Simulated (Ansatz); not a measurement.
# C$_{2}$H$_{6}$B (doublet): what the fields show

```json
{"atom": "H", "x (Å)": "-0.2266", "y (Å)": "-2.0205", "z (Å)": "-0.3567"}
{"atom": "B", "x (Å)": "0.2821", "y (Å)": "-1.1202", "z (Å)": "-0.9647"}
{"atom": "C", "x (Å)": "0.2631", "y (Å)": "0.2842", "z (Å)": "-0.3844"}
{"atom": "C", "x (Å)": "-0.3436", "y (Å)": "0.6736", "z (Å)": "0.9067"}
{"atom": "H", "x (Å)": "0.8000", "y (Å)": "-1.3356", "z (Å)": "-2.0223"}
{"atom": "H", "x (Å)": "-0.7964", "y (Å)": "-0.1710", "z (Å)": "1.4269"}
{"atom": "H", "x (Å)": "0.7243", "y (Å)": "1.1075", "z (Å)": "-0.9312"}
{"atom": "H", "x (Å)": "0.4050", "y (Å)": "1.1335", "z (Å)": "1.5657"}
{"atom": "H", "x (Å)": "-1.1080", "y (Å)": "1.4485", "z (Å)": "0.7599"}
```

The reactant side of a reaction path; geometry: PBE0-D4/def2-TZVP.

Theory: Ansatz 0.2.0, UKS PBE0-D4/def2-TZVPP.

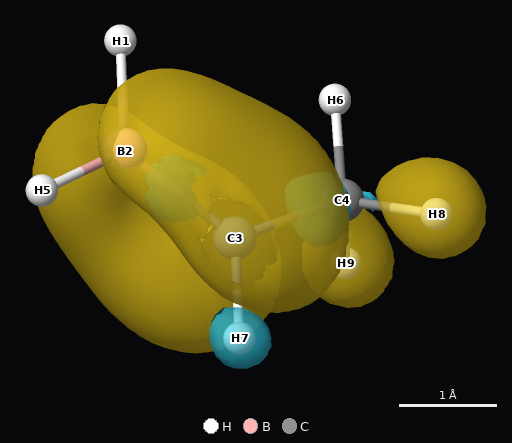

Figure 1. Isosurfaces of the spin density (α minus β) at +0.02 (yellow) and −0.02 e/Å³ (cyan), seen at a tilt.

Question: Where is the unpaired spin?

Answer: The unpaired spin (1 electron) lies mostly on C3 (about 0.6) and B2 (about 0.3), in electrons by Hirshfeld's partition.

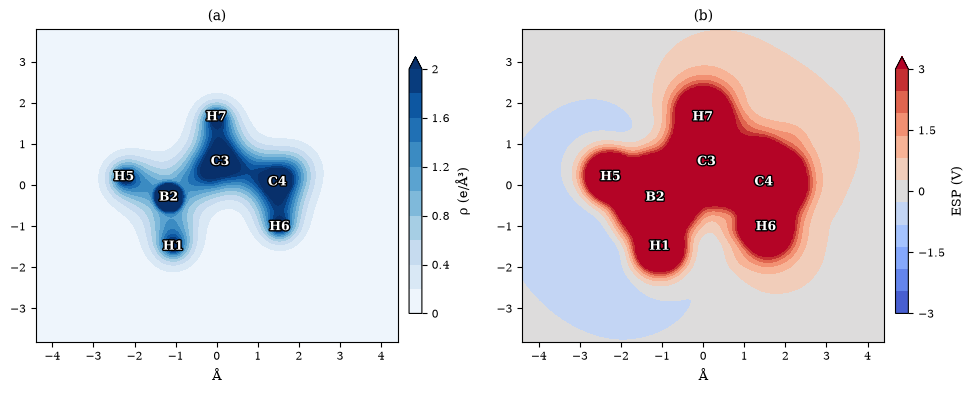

Figure 2. (a) electron density; (b) molecular electrostatic potential on the plane of atoms C3, C4 and H6.

Question: Describe what can be read from this map.

Answer:
- Atoms in the plane: H, B and C.
- C–C (1.48 Å): ρ is about 1.8 e/Å³ halfway.
- C–B (1.52 Å): ρ is about 1.6 e/Å³ halfway.
- C–H (1.09 Å): ρ is about 2 e/Å³ halfway.
- B–H (1.20 Å): ρ at the midpoint is about 1.3 e/Å³.
- Outside the dense part of the molecule the potential is most negative (−0.7 V) near H1.

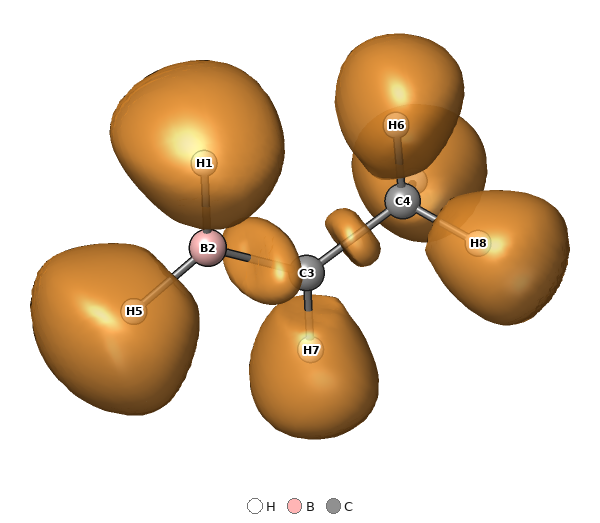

Figure 3. Isosurface of the ELF at 0.85 (orange), seen at a tilt. Only the valence region is drawn (cores and ρ < 0.01 e/Å³ removed).

Question: Identify the bonds, lone pairs and shells in this picture.

Answer: The surface consists of one region between bonded B–C atoms (shared pairs), one region between bonded C–C atoms (shared pairs) and six regions around hydrogen nuclei. Along the contacts the grid gives the following. C–C (1.48 Å): the ELF peaks at about 0.95 between the atoms; a shared electron pair. C–B (1.52 Å): the ELF peaks at about 0.95 between the atoms (a covalent bond).
